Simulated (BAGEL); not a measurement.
# CH2BF3 (SMILES BC(F)(F)F) at PBE0/def2-SVP (density fitting with qzvpp-jkfit)

What is the energy change on altering one bond length of CH2BF3 at PBE0/def2-SVP (density fitting with qzvpp-jkfit)? 

The results are computed with BAGEL 1.2.2.

2 further runs of the same task are left out: 1 that didn't finish, 1 set aside as unsound or not needed. Runs told in other sessions of the task aren't counted.

**1. The system as given**

CH2BF3 has 7 atoms, charge 0, and is taken as a singlet. SMILES: `BC(F)(F)F`. The shape is that of a PBE0-D4/def2-TZVP optimisation.

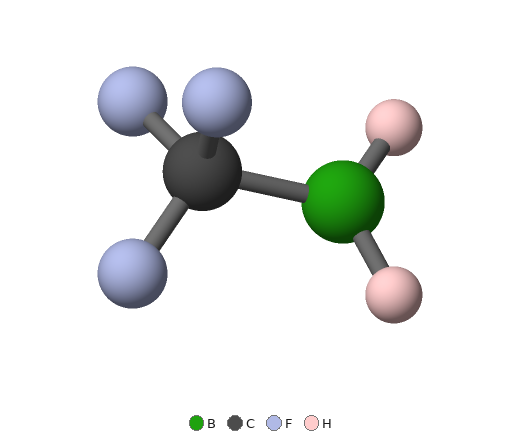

Viewed from a chosen angle; boron green, carbon dark grey, fluorine light blue, hydrogen pink.

**2. A single-point energy at PBE0/def2-SVP (density fitting with qzvpp-jkfit)**

dft.json reads:

```json
{ "bagel": [

{
  "title": "molecule",
  "basis": "svp",
  "df_basis": "qzvpp-jkfit",
  "angstrom": "true",
  "geometry": [
    { "atom": "B", "xyz": [   -0.646000,    0.517900,   -0.478700 ] },
    { "atom": "C", "xyz": [    0.401500,   -0.396900,    0.305300 ] },
    { "atom": "F", "xyz": [    0.019900,   -0.762700,    1.536900 ] },
    { "atom": "F", "xyz": [    0.761000,   -1.518100,   -0.335100 ] },
    { "atom": "F", "xyz": [    1.515900,    0.364200,    0.439400 ] },
    { "atom": "H", "xyz": [   -1.356400,    1.230500,    0.153100 ] },
    { "atom": "H", "xyz": [   -0.634600,    0.497100,   -1.666700 ] }
  ]
},
{ "title": "ks", "xc_func": "pbe0" },
{ "title": "print", "file": "orbitals.molden", "orbitals": "true" }

]}
```

Started as:

```
$ BAGEL_NUM_THREADS=1 BAGEL dft.json > dft.out
```

The program printed:

```text
* using 1 threads per process

  ===============================================================
  ===============================================================

  *** Geometry ***

  { "atom" : "B", "xyz" : [     -1.220763,      0.978689,     -0.904612 ] },
  { "atom" : "C", "xyz" : [      0.758725,     -0.750032,      0.576933 ] },
  { "atom" : "F", "xyz" : [      0.037606,     -1.441294,      2.904320 ] },
  { "atom" : "F", "xyz" : [      1.438082,     -2.868793,     -0.633247 ] },
  { "atom" : "F", "xyz" : [      2.864636,      0.688238,      0.830346 ] },
  { "atom" : "H", "xyz" : [     -2.563225,      2.325308,      0.289317 ] },
  { "atom" : "H", "xyz" : [     -1.199220,      0.939383,     -3.149607 ] },

  Number of auxiliary basis functions:      417

  Since a DF basis is specified, we compute 2- and 3-index integrals:
    o Being stored without compression. Storage requirement is 0.021 GB

  Number of basis functions:       80
  Number of electrons      :       40

    * METHOD: MOLECULE                             0.13

  *** Kohn-Sham DFT ***

    * Removing 12746 points whose weight is below 1.00e-10
    * Grid points: 91596

  === Nuclear Repulsion ===
   179.0530450029

       - DIIS with orbital gradients will be used.

  === KS iteration (pbe0 / svp) ===
      0       -331.01468581          0.13363683           0.20
      1       -227.60971256          0.24499825           0.20
      2       -307.04343193          0.16114032           0.19
      3       -361.44156817          0.05929432           0.19
      4       -345.54494158          0.14762693           0.19
      5       -359.62420982          0.06718421           0.20
      6       -360.39252407          0.06533456           0.19
      7       -360.49449436          0.05294987           0.20
      8       -362.37721128          0.03487950           0.19
      9       -362.96798031          0.00887331           0.19
     10       -363.00319437          0.00478617           0.19
     11       -363.01225485          0.00129351           0.20
     12       -363.01308766          0.00029695           0.19
     13       -363.01312218          0.00013921           0.19
     14       -363.01313105          0.00001923           0.19
     15       -363.01313122          0.00000458           0.19
     16       -363.01313123          0.00000229           0.19
     17       -363.01313123          0.00000056           0.19
     18       -363.01313123          0.00000007           0.20
     19       -363.01313123          0.00000004           0.19
     20       -363.01313123          0.00000002           0.19
     21       -363.01313123          0.00000001           0.19
    * SCF iteration converged.

    * Permanent dipole moment:
           (    0.505456,    -0.333115,     0.334403) a.u.

    * METHOD: KS                                   4.53

    * METHOD: PRINT                                0.01

  ===============================================================
```

It took 4.8 s on 1 thread of Arm Neoverse V2, shared host; peak memory 0.35 GiB.

**3. The distorted shape at the same level**

input.json reads:

```json
{ "bagel": [

{
  "title": "molecule",
  "basis": "svp",
  "df_basis": "qzvpp-jkfit",
  "angstrom": true,
  "geometry": [
    { "atom": "B", "xyz": [      -0.077694,      -0.052166,      -0.984128 ] },
    { "atom": "C", "xyz": [       0.969806,      -0.966966,      -0.200128 ] },
    { "atom": "F", "xyz": [       0.588206,      -1.332766,       1.031472 ] },
    { "atom": "F", "xyz": [       1.329306,      -2.088166,      -0.840528 ] },
    { "atom": "F", "xyz": [       2.084206,      -0.205866,      -0.066028 ] },
    { "atom": "H", "xyz": [      -1.356400,       1.230500,       0.153100 ] },
    { "atom": "H", "xyz": [      -0.066294,      -0.072966,      -2.172128 ] }
  ]
},

{
  "title": "ks",
  "xc_func": "pbe0"
},

{
  "title": "print",
  "file": "orbitals.molden",
  "orbitals": true
}

]}
```

Started as:

```
$ BAGEL_NUM_THREADS=1 BAGEL input.json > input.out
```

The program printed:

```text
* using 1 threads per process

  ===============================================================
  ===============================================================

  *** Geometry ***

  { "atom" : "B", "xyz" : [     -0.146820,     -0.098579,     -1.859732 ] },
  { "atom" : "C", "xyz" : [      1.832668,     -1.827301,     -0.378187 ] },
  { "atom" : "F", "xyz" : [      1.111548,     -2.518563,      1.949200 ] },
  { "atom" : "F", "xyz" : [      2.512024,     -3.946062,     -1.588368 ] },
  { "atom" : "F", "xyz" : [      3.938579,     -0.389030,     -0.124775 ] },
  { "atom" : "H", "xyz" : [     -2.563225,      2.325308,      0.289317 ] },
  { "atom" : "H", "xyz" : [     -0.125278,     -0.137886,     -4.104727 ] },

  Number of auxiliary basis functions:      417

  Since a DF basis is specified, we compute 2- and 3-index integrals:
    o Being stored without compression. Storage requirement is 0.021 GB

  Number of basis functions:       80
  Number of electrons      :       40

    * METHOD: MOLECULE                             0.13

  *** Kohn-Sham DFT ***

    * Removing 12001 points whose weight is below 1.00e-10
    * Grid points: 92341

  === Nuclear Repulsion ===
   176.7952105686

       - DIIS with orbital gradients will be used.

  === KS iteration (pbe0 / svp) ===
      0       -331.49936493          0.13339037           0.20
      1       -229.52964911          0.23118646           0.20
      2       -308.02806975          0.16032793           0.20
      3       -360.46584620          0.05502538           0.20
      4       -354.84030854          0.09647938           0.20
      5       -357.70638822          0.08900385           0.19
      6       -362.62288923          0.02187196           0.20
      7       -362.55324804          0.02662401           0.20
      8       -362.87456423          0.00492074           0.20
      9       -362.88190242          0.00403665           0.20
     10       -362.89218380          0.00134631           0.20
     11       -362.89319860          0.00029002           0.20
     12       -362.89323493          0.00011139           0.20
     13       -362.89324052          0.00003759           0.20
     14       -362.89324130          0.00000660           0.20
     15       -362.89324131          0.00000591           0.20
     16       -362.89324132          0.00000090           0.20
     17       -362.89324132          0.00000096           0.20
     18       -362.89324132          0.00000036           0.19
     19       -362.89324132          0.00000010           0.20
     20       -362.89324132          0.00000006           0.20
     21       -362.89324132          0.00000002           0.20
     22       -362.89324132          0.00000001           0.19
     23       -362.89324132          0.00000000           0.19
    * SCF iteration converged.

    * Permanent dipole moment:
           (    0.208992,    -0.051248,     0.540915) a.u.

    * METHOD: KS                                   4.99

    * METHOD: PRINT                                0.01

  ===============================================================
```

Run time: 5.4 s. Hardware: 1 thread of Arm Neoverse V2, shared host; peak memory 0.35 GiB.

**4. Summary of results**

Level: PBE0/def2-SVP (density fitting with qzvpp-jkfit).

| quantity | value |
| --- | --- |
| first shape: total energy | -363.01313 Eh |
| first shape: dipole moment | 1.76 D |
| first shape: HOMO energy | -9.98 eV |
| first shape: LUMO energy | -2.64 eV |
| first shape: HOMO–LUMO gap | 7.34 eV |
| distorted shape: total energy | -362.89324 Eh |
| distorted shape: dipole moment | 1.48 D |
| distorted shape: HOMO energy | -8.27 eV |
| distorted shape: LUMO energy | -3.09 eV |
| distorted shape: HOMO–LUMO gap | 5.18 eV |
| energy change with the B1–H6 bond stretched from 1.188 to 2.139 Å | 3.262 eV |

In words: With the B1–H6 bond stretched from 1.188 to 2.139 Å the energy rises by 3.26 eV (75 kcal/mol). The first shape isn't relaxed at this level, so the change isn't measured from a minimum. A restricted reference can't describe the breaking bond well at this length.
